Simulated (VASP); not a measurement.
Band structure of Na (bcc). All values below come from optB86b-vdW, VASP's PBE PAW potentials (set 64) (plane waves; VASP).

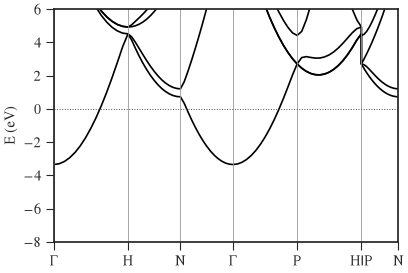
Figure: Bands along high-symmetry lines, zero at the valence-band maximum or, without a gap, the Fermi level

### Question
Read the plot: is there a gap, and where are the band edges?

### Answer
It has no gap at this level: it comes out as a metal or semimetal. (Edges off the drawn lines would not show.)

The compound is Na in the bcc structure. It was relaxed first, which changed the volume by -6 %.
